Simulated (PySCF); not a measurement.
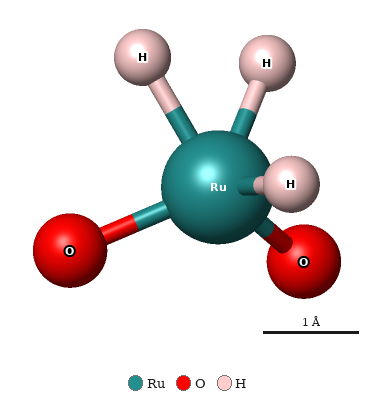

The structure (ball-and-stick view, seen at a tilt). Sticks mark near contacts. Bond lengths as drawn: H–Ru 1.58 to 1.60 Å and O–Ru 1.70 Å.

## Frequency calculation, with input and output: RuO2H3

RuO2H3, multiplicity 2, computed with UKS-based PBE0, Ru def2-TZVP with ECP28, O def2-TZVP, H def2-TZVP; non-relativistic Hamiltonian with a scalar-relativistic core potential; density fitting (PySCF 2.14.0).

**Input file**
```python
from pyscf import gto, scf, dft
mol = gto.M(atom='''
Ru     0.117270     0.117270     0.122261
O     -1.437232     0.549534    -0.413991
O      0.549534    -1.437232    -0.413991
H      0.273589     0.273589     1.707246
H      1.554189     0.493642    -0.422085
H      0.493642     1.554189    -0.422085''',
    basis={'Ru': 'def2-TZVP', 'O': 'def2-TZVP', 'H': 'def2-TZVP'},
    ecp={'Ru': 'def2-TZVP'},
    charge=0, spin=1)
mf = dft.UKS(mol, xc='PBE0')
mf.grids.atom_grid = (75, 302)
aux = {'Ru': 'def2-universal-JKFIT', 'O': 'def2-universal-JKFIT', 'H': 'def2-universal-JKFIT'}
mf = mf.density_fit(auxbasis=aux)
mf.conv_tol = 1e-09
mf.diis_space = 10
mf.max_cycle = 60
mf.verbose = 4
mf.kernel()
```

The script is an equivalent of the set-up of the self-consistent field. The run itself was carried out by a driver, which started from the orbitals of the step before it where there was one and computed the further properties.

Machine: 4 threads of Arm Neoverse V1, 24 GiB of memory available, shared host.

Launch command:
```bash
OMP_NUM_THREADS=4 python axn.py task.json out
```

**What the program printed**
```
init E= -246.898083181485
  alpha nocc = 18  HOMO = -0.287361378803894  LUMO = -0.127292589405197
  beta  nocc = 17  HOMO = -0.277914242763782  LUMO = -0.190936310164695
  HOMO = -0.277914242764  LUMO = -0.190936310165  gap/eV = 2.36679
cycle= 1 E= -246.898083181463  delta_E= 2.12e-11  |g|= 9.32e-06  |ddm|= 6.24e-06
  alpha nocc = 18  HOMO = -0.28736093863753  LUMO = -0.127293458786877
  beta  nocc = 17  HOMO = -0.277913697139923  LUMO = -0.190937699797775
  HOMO = -0.27791369714  LUMO = -0.190937699798  gap/eV = 2.36674
Extra cycle  E= -246.898083181029  delta_E= 4.34e-10  |g|= 3.68e-05  |ddm|= 1.89e-05
converged SCF energy = -246.898083181029  <S^2> = 0.80135865  2S+1 = 2.0507156
```

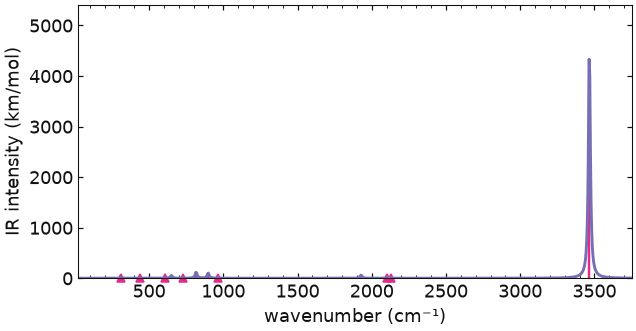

Harmonic infrared spectrum, unscaled: sticks (degenerate modes added up, dark ones marked on the axis) with a Lorentzian envelope of 16 cm⁻¹ full width, scaled to the tallest stick. 12 modes from 309 to 3466 cm⁻¹, none imaginary. The strongest line is at 3466 cm⁻¹ (4330 km/mol). All modes, in cm⁻¹ (km/mol): 309 (10.0), 439 (0.6), 610 (0.0), 650 (54), 728 (0.1), 817 (116), 898 (98), 964 (9.3), 1928 (61), 2106 (17.7), 2128 (6.7), 3466 (4330).

**Summary**

```tsv
quantity	value
outcome	converged
total energy	−246.898083 hartree
⟨S²⟩	0.801
zero-point energy	0.034273 hartree
dipole moment	2.57 D
wavenumbers, lowest and highest	309 and 3466 cm⁻¹
wall time	2.4 min (CPU time 7.8 min)
peak memory	1.7 GiB
```
